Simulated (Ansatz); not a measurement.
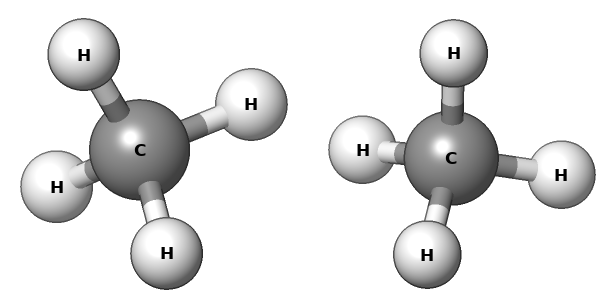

Both panels show the same species.

Description:

Formula CH₄. The point group is Td. Coordination: 1 C tetrahedral.

More results for the same structure follow; atom numbers are the same in all pictures, views and colours differ. The geometry was computed by an optimisation with PBE0-D4/def2-TZVP.

### Shape

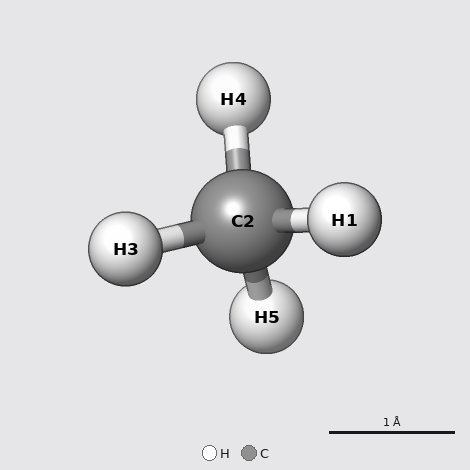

Give the bond lengths.

```tsv
bond	length (Å)
H1–C2	1.090
C2–H3	1.090
C2–H4	1.090
C2–H5	1.090
```

### Electronic properties

Method: RHF-CCSD(T), frozen core/def2-QZVPP (Ansatz 0.2.0).

**What is the T1 diagnostic?**

0.008.

### Vibrations

Harmonic vibrations computed with RKS PBE0-D4/def2-TZVP (Ansatz 0.2.0) at a stationary point of the same level.

**How many vibrational modes are there, and where do they lie?**

9 modes: 1326, 1326, 1326, 1551, 1551, 3047, 3168, 3168, 3168 cm⁻¹.

### Charges

The questions are on Mulliken charges. Method: RKS PBE0-D4/def2-TZVP (Ansatz 0.2.0).

Give the Mulliken charges atom by atom.

| atom | value (e) |
| --- | --- |
| H1 | 0.13 |
| C2 | −0.53 |
| H3 | 0.13 |
| H4 | 0.13 |
| H5 | 0.13 |

Mulliken values depend strongly on the basis set and can even reverse the polarity of a bond.
